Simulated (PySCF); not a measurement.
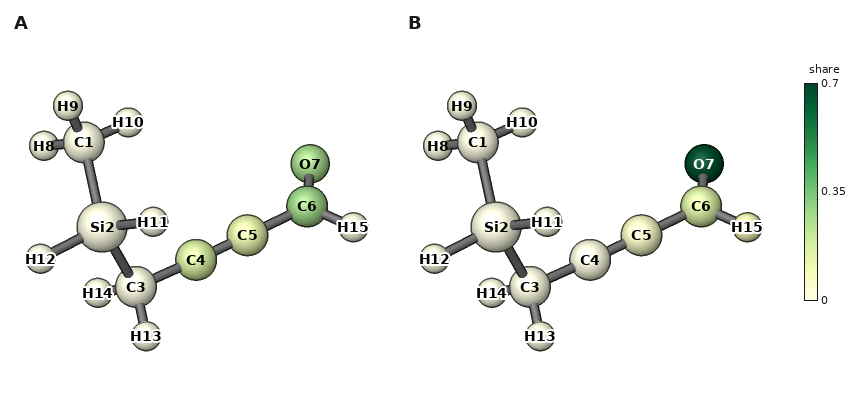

Each panel colours the atoms by their Löwdin share in one orbital (up to four of the largest shares; other atoms are shown as zero). Computed geometry: GFN2-xTB optimisation. No frequency run is at hand to confirm it as a minimum. Level of theory: PBE0/def2-SVPD (PySCF 2.14.0).

### The panels show the HOMO, LUMO, in some order. Which is which?

A: LUMO, −1.77 eV; C6 0.28, O7 0.27, C4 0.17, C5 0.13
B: HOMO, −7.74 eV; O7 0.68, C6 0.16, H15 0.09, C5 0.06

The geometry is semi-empirical. Around Si such bond lengths and angles can be off by a tenth of an ångström or more and by several degrees, and values that hang on the shape move with them.
